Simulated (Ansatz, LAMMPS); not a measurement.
# Glassy 57SiO2-27Al2O3-16BaO (mol %) (149 atoms): geometry optimisation, part 3 of 3

How does glassy 57SiO2-27Al2O3-16BaO (mol %) (149 atoms) relax, and what do bonds, charges and levels look like afterwards?

Ansatz 0.2.0; Kohn-Sham DFT, r2SCAN, PAW (set soft_2), plane waves.

The cell: 25 Si, 24 Al, 7 Ba and 93 O. The quench rate of 25 K/ps far exceeds what a furnace or splat quench reaches. The starting topology of bonds comes from the classical model. The Brillouin zone is sampled at Γ only, in a cell whose shortest periodic width is 12 Å. Spin–orbit coupling is left out.

So far, density (g/cm³): step 5 (distances and neighbours after relaxation) 3.40.

**6. Single point at the relaxed geometry**

The electronic structure is read at the final geometry, in a run of its own.

input.yaml

```yaml
crystal:
  lattice:
    - [12.2866, 0.0, 0.0]
    - [0.0, 12.2866, 0.0]
    - [0.0, 0.0, 12.2866]
  atoms:
    - { symbol: Si, position: [0.21593, 0.28383, 0.82809] }
    - { symbol: Si, position: [0.80172, 0.80247, 0.84277] }
    - { symbol: Si, position: [0.34895, 0.01546, 0.65872] }
    - { symbol: Si, position: [0.41385, 0.91455, 0.32257] }
    - { symbol: Si, position: [0.8952, 0.48857, 0.07462] }
    - { symbol: Si, position: [0.50198, 0.64596, 0.44422] }
    - { symbol: Si, position: [0.52659, 0.43934, 0.74945] }
    - { symbol: Si, position: [0.31523, 0.20061, 0.11068] }
    - { symbol: Si, position: [0.97921, 0.86943, 0.4981] }
    - { symbol: Si, position: [0.26283, 0.83504, 0.76027] }
    - { symbol: Si, position: [0.16689, 0.05536, 0.47994] }
    - { symbol: Si, position: [0.98903, 0.52256, 0.69776] }
    - { symbol: Si, position: [0.98664, 0.69497, 0.12149] }
    - { symbol: Si, position: [0.61898, 0.30367, 0.34633] }
    - { symbol: Si, position: [0.29199, 0.34817, 0.42834] }
    - { symbol: Si, position: [0.94806, 0.09386, 0.13384] }
    - { symbol: Si, position: [0.29696, 0.45813, 0.65766] }
    - { symbol: Si, position: [0.06007, 0.21538, 0.63597] }
    - { symbol: Si, position: [0.42907, 0.42403, 0.03057] }
    - { symbol: Si, position: [0.02937, 0.77535, 0.74282] }
    - { symbol: Si, position: [0.23239, 0.74703, 0.33538] }
    - { symbol: Si, position: [0.60334, 0.66805, 0.81551] }
    - { symbol: Si, position: [0.33028, 0.95726, 0.08217] }
    - { symbol: Si, position: [0.76234, 0.94472, 0.63071] }
    - { symbol: Si, position: [0.61839, 0.03582, 0.90282] }
    - { symbol: Al, position: [0.8302, 0.02818, 0.35796] }
    - { symbol: Al, position: [0.14702, 0.20153, 0.28625] }
    - { symbol: Al, position: [0.27504, 0.67448, 0.56649] }
    - { symbol: Al, position: [0.90495, 0.40035, 0.53295] }
    - { symbol: Al, position: [0.10447, 0.89529, 0.15844] }
    - { symbol: Al, position: [0.16128, 0.55417, 0.22179] }
    - { symbol: Al, position: [0.69105, 0.37857, 0.98899] }
    [... 111 atom lines left out ...]
    - { symbol: O, position: [0.91997, 0.61444, 0.03761] }
    - { symbol: O, position: [0.42922, 0.02088, 0.39753] }
    - { symbol: O, position: [0.69908, 0.9917, 0.3897] }
    - { symbol: O, position: [0.55921, 0.93673, 0.83826] }
    - { symbol: O, position: [0.91986, 0.45706, 0.19998] }
    - { symbol: O, position: [0.00408, 0.81979, 0.08785] }
kpoints:
  mp_grid: { grid: [1, 1, 1] }
hamiltonian:
  xc: r2scan
scf:
  occupations: { method: fixed }
output:
  forces: true
  stress: true
  populations: true
  dos:
    method: { smearing: { sigma: 0.08 } }
    de: 0.1
    projected: { site_lists: { Al: [Al], Ba: [Ba], O: [O], Si: [Si] } }
  eigenvalues: true
  write_density: true
  write_potential: true
  volumetric_format: npy
  elf: true
```

Launch:

```sh
> ansatz run input.yaml --threads 4 --pin off --max-ram 8192MiB --backend cpu --events-out ev --progress --plain --runs-dir out
```

The program printed:

```text
[...]
Crystal: 149 atoms, lattice volume = 1854.792 Å³
Basis set: ecut = 500 eV, 47089 PW (Γ), exchange–correlation on 360×360×360 points (64 copies of the dense FFT grid, shifted against one another)
Bands: 549, of which v1, the nominal top of the filled ones, is band 400 counted from 1 (399 counted from 0)
Symmetry: 1 space group operations
[...]
k-points: 1
[...]
SCF iter   1: F=—  HF=-123787.109391 eV  |F-HF|=—  |Δ(HF+E_count)|=         —  Δρ=7.75e-3  dr2=1.21e0  dr2_τ=1.09e1  ethr=1.77e-3  ⟨swp⟩=5.0  Hψ=2137  notcnv=0  defer=146
[...]
SCF iter   9: F=-123791.773255 eV  HF=-123791.773255 eV  |F-HF|=7.26e-9  |Δ(HF+E_count)|=   1.19e-7  Δρ=1.93e-6  dr2=6.09e-8  dr2_τ=7.66e-9  ethr=1.25e-11  ⟨swp⟩=26.0  Hψ=6327  notcnv=0
SCF 1 converged in 9 iterations: F = -123791.773255 eV  dr2 = 6.09e-8
[...]
SCF converged after 9 iterations
Free energy (F): -123791.773255 eV
[...]
Internal energy: -123791.773255 eV  (E = F + TS)
E sigma→0 (E₀):  -123791.773255 eV
Fermi energy:    4.895970 eV
[...]
--- Forces (eV/Å), atoms counted from 1 ---
  atom   1  Si    -0.01026426     0.00478426    -0.00603732
  atom   2  Si     0.00392198    -0.00108457    -0.01242252
  atom   3  Si     0.00348564     0.00154351     0.00294898
  atom   4  Si    -0.00774353     0.00978646     0.00056738
  atom   5  Si    -0.00490307    -0.01272235     0.00488817
  atom   6  Si    -0.00219565     0.00229128     0.01007858
  atom   7  Si    -0.00213608    -0.00240983    -0.00173015
  atom   8  Si    -0.00795871     0.00537045     0.00966441
  atom   9  Si    -0.00634734     0.00329123    -0.00127934
  atom  10  Si    -0.00032616     0.00709764    -0.00905745
  atom  11  Si    -0.00794918     0.00002390    -0.00337701
  atom  12  Si    -0.01213202     0.00235230    -0.01475712
  atom  13  Si    -0.00406488     0.00202093    -0.00162642
  atom  14  Si     0.01096468     0.00812520     0.01133490
[...]
atom 148  O      0.00255161     0.00021439    -0.00139277
  atom 149  O     -0.00268831    -0.00199720    -0.00074047
  max |Σ_I F_I| component: 1.61e-4 eV/Å
--- Stress (GPa, compression-positive) ---
        1.643238      -1.103072       0.544275
       -1.103079       0.218888       1.010747
        0.544287       1.010741       2.060136
  P = ⅓ Tr σ = 1.3074 GPa (13.074 kbar)
--- Band table (eV) ---
[...]
--- Löwdin populations: 149 sites ---
  site symbol       q [e]
     0     Si      2.2072
     1     Si      2.2038
     2     Si      2.2107
[...]
148      O      6.8650
  spilling = 0.011786 (of n_electrons = 800.000000)
```

Wall time 95 s (4 threads of Arm Neoverse V2, shared host); peak memory 5.4 GiB; 6.2 min of CPU time.

Numbers from this run:

* free energy: -123791.7733 eV
* free energy per atom: -830.8173 eV/atom
* SCF cycles: 9
* pressure: 1.307 GPa
* r.m.s. force component: 0.00607 eV/Å
* longest force: 0.03321 eV/Å
* Fermi energy: 4.896 eV
* gap (highest filled to lowest empty level): 4.628 eV
* spilling of the projection: 0.01179

Löwdin charges by element and coordination (they lack the spilled electrons, 0.063 e an atom on average):

| element | coordination | atoms | mean charge (e) | spread | least | most |
| --- | --- | --- | --- | --- | --- | --- |
| Al | all | 24 | 1.37 | 0.0376 | 1.30 | 1.43 |
| Al | 4 | 19 | 1.37 | 0.0388 | 1.30 | 1.43 |
| Al | 5 | 4 | 1.36 | 0.0297 | 1.31 | 1.39 |
| Al | 6 | 1 | 1.34 | 0 | 1.34 | 1.34 |
| Ba | all | 7 | 1.94 | 0.0208 | 1.91 | 1.97 |
| Ba | 8 | 2 | 1.93 | 0.0126 | 1.92 | 1.94 |
| Ba | 9 | 2 | 1.94 | 0.0311 | 1.91 | 1.97 |
| Ba | 10 | 2 | 1.95 | 0.0108 | 1.94 | 1.96 |
| Ba | 13 | 1 | 1.95 | 0 | 1.95 | 1.95 |
| O | all | 93 | -0.876 | 0.0473 | -1.02 | -0.797 |
| O | 2 | 26 | -0.850 | 0.0433 | -1.02 | -0.797 |
| O | 3 | 52 | -0.883 | 0.0392 | -1.00 | -0.815 |
| O | 4 | 13 | -0.894 | 0.0533 | -1.02 | -0.821 |
| O | 5 | 2 | -0.943 | 0.0665 | -1.01 | -0.876 |
| Si | all | 25 | 1.78 | 0.0326 | 1.68 | 1.83 |
| Si | 4 | 24 | 1.78 | 0.0332 | 1.68 | 1.83 |
| Si | 5 | 1 | 1.78 | 0 | 1.78 | 1.78 |

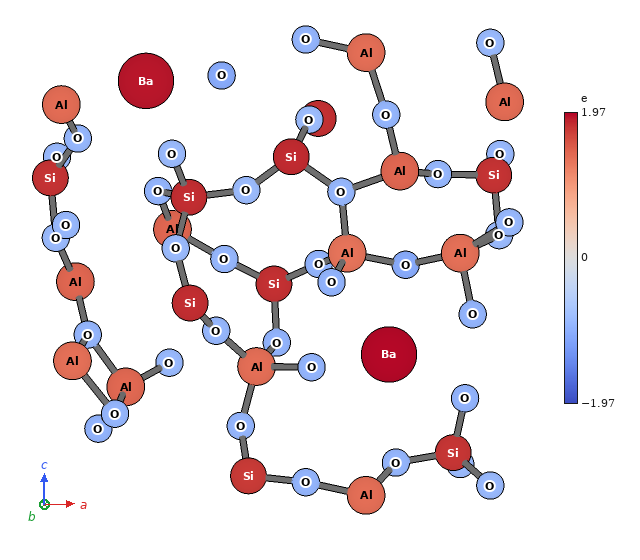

Atoms coloured by Löwdin charge. Drawn is a slice 4 Å thick, seen along the normal of the ac plane. Bonds to atoms that aren't drawn are left out.

States in the cell by windows of 1 eV, zero at the Fermi level; the larger projections on atomic orbitals stand beside the total:

| from (eV) | to (eV) | total | O p | O s | Ba p |
| --- | --- | --- | --- | --- | --- |
| -18 | -17 | 18.3 | 0.1 | 15.0 | 0.1 |
| -17 | -16 | 1.2 | 0.0 | 1.0 | 0.0 |
| -16 | -12 | 0.0 | 0.0 | 0.0 | 0.0 |
| -12 | -11 | 28.1 | 1.1 | 0.3 | 26.3 |
| -11 | -10 | 14.8 | 1.2 | 0.2 | 12.9 |
| -10 | -9 | 7.6 | 5.2 | 0.3 | 0.0 |
| -9 | -8 | 14.0 | 9.8 | 0.6 | 0.1 |
| -8 | -7 | 23.3 | 16.8 | 0.9 | 0.1 |
| -7 | -6 | 40.2 | 30.5 | 0.9 | 0.1 |
| -6 | -5 | 55.7 | 43.5 | 1.2 | 0.2 |
| -5 | -4 | 71.1 | 58.1 | 2.0 | 0.3 |
| -4 | -3 | 86.3 | 75.7 | 1.8 | 0.4 |
| -3 | -2 | 102.4 | 94.5 | 1.2 | 0.5 |
| -2 | -1 | 107.2 | 101.8 | 0.8 | 0.4 |
| -1 | 0 | 47.9 | 46.1 | 0.2 | 0.1 |
| 0 | 1 | 1.5 | 1.4 | 0.0 | 0.0 |
| 1 | 4 | 0.0 | 0.0 | 0.0 | 0.0 |
| 4 | 5 | 2.0 | 0.0 | 0.5 | 0.0 |

The curve was stored every 0.100 eV, coarse against its broadening of 0.08 eV, so these counts are rough.

With fixed occupations the program's Fermi level is the highest filled level; weight inside the gap is the broadening of levels at its edges.

Between -26 and -18 eV lie 169 more states.

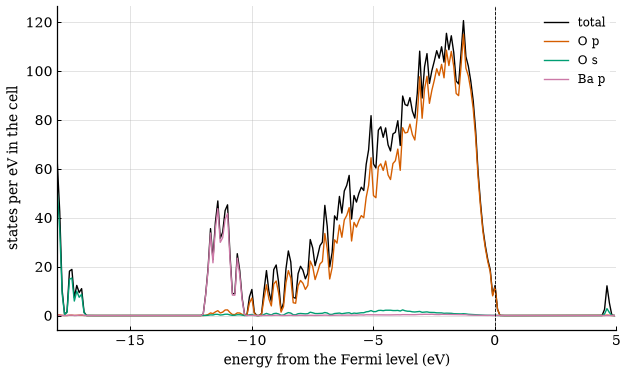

Total and projected density of states, with the broadening of the input.

The levels nearest the highest filled one (over half full), pooled over k-points and spins:

| level less the highest filled one (eV) | occupation |
| --- | --- |
| -0.511 | 2 |
| -0.417 | 2 |
| -0.370 | 2 |
| -0.265 | 2 |
| -0.192 | 2 |
| 0 | 2 |
| 4.63 | 0 |
| 5.27 | 0 |
| 5.54 | 0 |
| 5.79 | 0 |
| 5.89 | 0 |
| 5.94 | 0 |

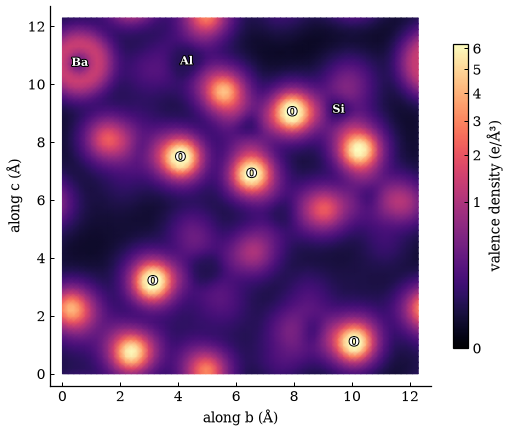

Valence density in the bc plane at fractional x = 0.014, with atoms of Si and Al and Ba and O within 0.2 Å of it. It is the smooth field of the valence electrons, not physical close to the nuclei. The colour scale is stretched toward low values.

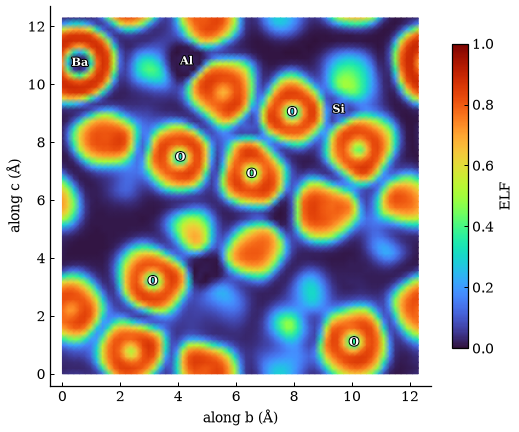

ELF in the bc plane at fractional x = 0.014, with atoms of Si and Al and Ba and O within 0.2 Å of it. It is the smooth field of the valence electrons, not physical close to the nuclei.

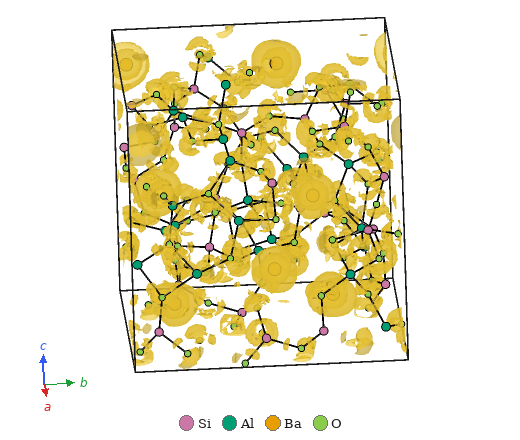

Surface of ELF = 0.83. Bonds to atoms that aren't drawn are left out.

Mean Löwdin charges: Al +1.37, Ba +1.94, O -0.88, Si +1.78 e (they miss 1.2 % of the electrons, so they add up to more than the cell's charge).

Local excerpt of 15 atoms (numbers count through the whole input) about O84, which has 4 bonded neighbours where the commonest count for O is 3; x, y, z are measured from there.

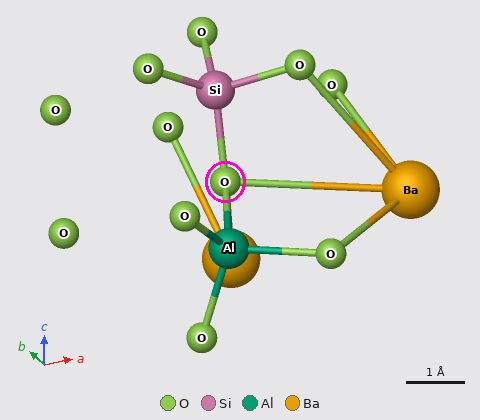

The atoms of the table, within 3.3 Å (arrows a, b, c point along x, y, z); some may hide others; the central atom is ringed.

| atom | x | y | z | distance (Å) | bonds | Löwdin charge (e) |
| --- | --- | --- | --- | --- | --- | --- |
| O84 | 0.00 | 0.00 | 0.00 | 0.00 | 4 | -0.92 |
| Si6 | -0.06 | 0.33 | 1.60 | 1.63 | 4 | 1.79 |
| Al34 | -0.67 | -1.59 | -0.52 | 1.80 | 4 | 1.36 |
| O135 | 1.12 | -0.59 | 2.23 | 2.56 | 4 | -0.92 |
| O125 | -1.45 | 0.11 | 2.32 | 2.73 | 2 | -0.86 |
| O111 | 0.41 | 1.86 | 2.01 | 2.77 | 4 | -0.85 |
| O126 | 0.78 | -2.64 | -0.46 | 2.79 | 4 | -0.91 |
| O99 | -1.10 | -1.44 | -2.18 | 2.84 | 2 | -0.89 |
| Ba51 | 0.90 | 1.62 | -2.23 | 2.90 | 8 | 1.94 |
| O91 | -1.84 | -2.25 | 0.54 | 2.96 | 2 | -0.87 |
| O114 | -2.96 | 0.25 | -0.56 | 3.02 | 2 | -0.85 |
| O93 | 0.35 | 3.07 | -0.22 | 3.10 | 3 | -0.94 |
| Ba54 | 3.04 | -1.06 | -0.26 | 3.23 | 10 | 1.94 |
| O77 | -2.09 | 2.47 | 0.74 | 3.32 | 2 | -0.80 |
| O102 | 2.81 | 1.68 | 0.69 | 3.35 | 5 | -1.01 |

The column of bonds counts only the pairs O-Si within 2.16 Å, O-Al within 2.33 Å, O-Ba within 3.58 Å; other neighbours, such as metal atoms beside each other in a compound, aren't counted, and periodic images can show an atom twice.

**7. Summary of results**

```json
{
  "energy change in the relaxation": "-83.79 meV/atom",
  "r.m.s. displacement": "0.277 Å",
  "largest displacement": "1.699 Å",
  "free energy per atom": "-830.8173 eV/atom",
  "pressure": "1.307 GPa",
  "r.m.s. force component": "0.00607 eV/Å",
  "gap (highest filled to lowest empty level)": "4.628 eV",
  "wall time of the 3 DFT runs": "21 min"
}
```

Relaxation lowers the energy by 83.8 meV/atom and moves atoms by 0.28 Å r.m.s.; the r.m.s. force component goes from 1.3 to 0.0061 eV/Å, the pressure goes from 5.0 to 1.3 GPa, and the gap from 4.13 to 4.63 eV. By the final cutoffs 14 of 267 bonded pairs parted and 17 joined. First to last step the energy falls by 12.484 eV; the largest move, 1.70 Å, is that of Ba52. The O-Ba bonds change most in mean length: from 3.054 Å (spread 0.267) to 2.977 Å (spread 0.283). Counting bonds as in the table, 79 % of Al atoms have 4, 56 % of O atoms have 3 and 96 % of Si atoms have 4 bonded neighbours. 80 % of the oxygens bridge two formers (Si and Al) and 1 % are non-bridging; 19 % join three. The highest filled and lowest empty levels differ by 4.63 eV (at Γ alone); a semilocal functional tends to put such gaps too low. In a disordered cell it changes from sample to sample, and tail or defect levels can set it.

What to keep in mind: The network of bonds at the start is that of the classical potential that made the cell; in DFT 14 of its 267 bonded pairs passed out of the cutoffs and 17 came within them.

[Logs are printed without paths, hosts, clocks, repeated set-up lines and the standing remarks that a program may print on its own settings, such as how far it seeks lower states.]

[Hosts, paths, dates, database ids (printed as entryN), source tags and the programs' standing remarks are cut or masked in the printed files.]
